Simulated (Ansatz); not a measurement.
Breaking a bond: SMILES [GeH3][GeH2][GeH3]. The Ge1–H11 bond (Ge1 also carries Ge, H, H; H11 carries nothing else) is stretched with both fragments frozen at the PBE0/def2-SVP optimised geometry.

```
11

Ge     0.0000     0.0000     0.0000
Ge    -1.9425    -1.1705    -0.8633
Ge    -1.9660    -1.1899    -3.2897
H      1.2903    -0.6820    -0.4928
H      0.0000     1.4594    -0.4929
H     -3.2248    -0.4872    -0.3441
H     -1.9403    -2.6219    -0.3395
H     -0.7018    -1.8884    -3.8250
H     -1.9930     0.2525    -3.8297
H     -3.2041    -1.9377    -3.8197
H      0.0000     0.0000     1.5404
```

- UMP2 = MP2 on UHF/cc-pVDZ, cores with 3d frozen (Ansatz, a first-principles code)
- UHF/cc-pVDZ (Ansatz)
- RKS-PBE0 = restricted PBE0/cc-pVDZ run with Ansatz

Energies are in mEh, each relative to the lowest point of its own curve near equilibrium.

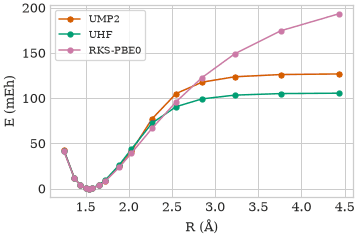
Fig. 1. Energy against bond length for each method.

```tsv
R / Å	UMP2	UHF	RKS-PBE0
1.25	42.4	42.1	41.1
1.37	12.1	11.8	11.8
1.44	3.8	3.6	3.7
1.51	0.3	0.3	0.3
1.54	0.0	0.0	0.0
1.57	0.3	0.3	0.2
1.66	3.9	4.2	3.6
1.73	8.9	9.5	8.4
1.89	24.8	26.1	23.5
2.03	41.3	43.4	39.1
2.27	77.1	72.4	66.5
2.55	105.2	90.7	96.1
2.85	117.7	99.2	122.9
3.23	123.7	103.4	149.2
3.76	126.1	105.1	174.5
4.44	126.8	105.5	193.5
```

At the longest distance, 4.44 Å, RKS-PBE0 lies highest above its minimum (193.5 mEh) and UHF lowest (105.5 mEh).

The unrestricted determinant behind UMP2, UHF is spin-contaminated at 2.27 to 4.44 Å (<S²> up to 1.0, against 0.00 for a pure singlet). The restricted form behind RKS-PBE0 keeps the bonding electrons paired and can't separate into open-shell fragments.
